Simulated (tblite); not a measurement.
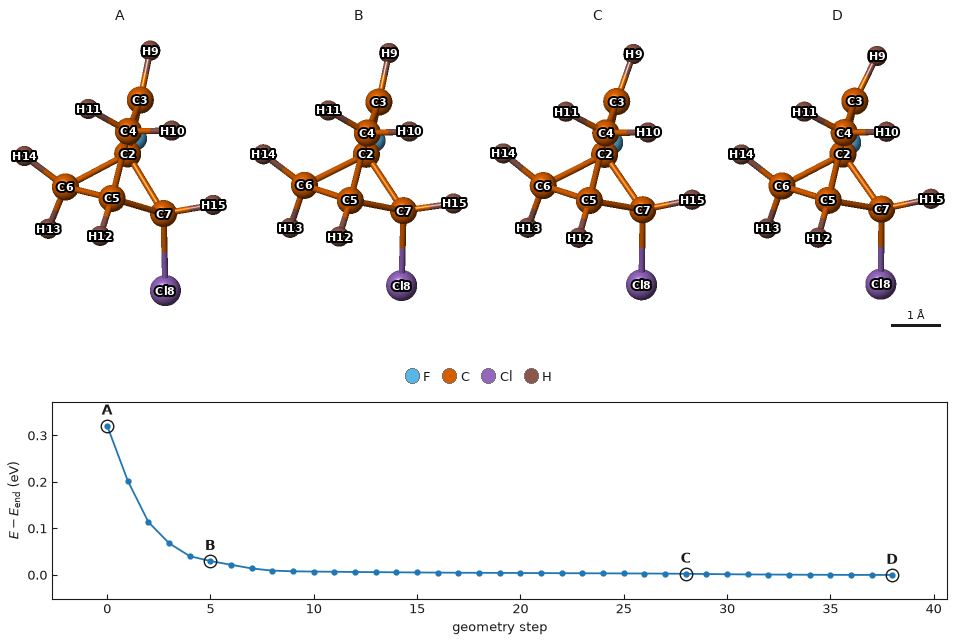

Frames of a relaxation of C₆H₇ClF (multiplicity 2), marked on the history of the run. Style: ball-and-stick. Shown from a free direction.

Computed with GFN2-xTB geometry optimisation, gas phase in tblite. 

**What happens along the run?**

The largest move after the best rigid fit is that of an H atom, 0.23 Å. Largest moves by element: H 0.23 Å, Cl 0.15 Å, F 0.12 Å, C 0.10 Å. Among the contacts that change: C–Cl 1.807 → 1.764 Å, C–C 1.579 → 1.541 Å, C–C 1.508 → 1.493 Å, C–C 1.578 → 1.565 Å. Bond angles that change, for instance: C–C–Cl 121.2° → 114.6°, C–C–Cl 121.6° → 115.9°, C–C–C 106.0° → 100.7°. The energy falls by 0.321 eV in 38 geometry steps. From step 0 to 5: the Cl atom moves most (0.13 Å), energy −0.291 eV. From step 5 to 28: an H atom moves most (0.11 Å), energy −0.027 eV. From step 28 to 38: an H atom moves most (0.11 Å), energy −0.002 eV.
